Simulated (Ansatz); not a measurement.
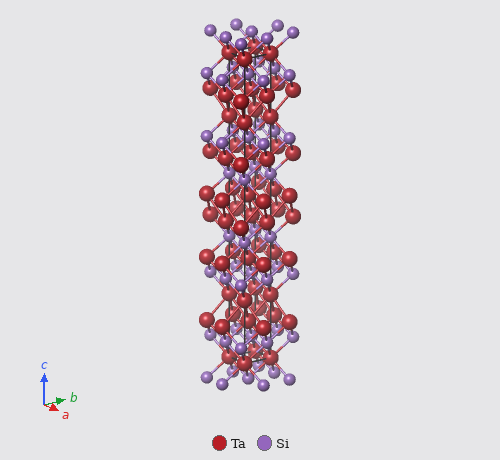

Ta₃Si₂ (space group R-3m, No. 166). Coordinates: coordinates from a relaxation with Ansatz, DFT PBE, scalar-relativistic, plane waves, PAW; the starting structure was generated, so it need not be a known form of this composition.

Bonds are taken as Si–Ta below 2.9 Å and Ta–Ta below 3.2 Å. Atoms with one bond or none are removed and atoms with two bonds are replaced by edges, until no such atom is left.

> What kind of net remains, and which atoms are its nodes?

A uninodal 6-connected, three-periodic net: Ta and Si are 6-connected nodes.

> Does the net have a name?

It is the pcu net, known from NaCl, ReO3 and the B-X framework of perovskite.

> Is the net interpenetrated?

It is a single net, without interpenetration.

> Give the first four terms of the coordination sequence (nodes one, two, three … edges away).

Ta and Si: 6, 18, 38, 66.
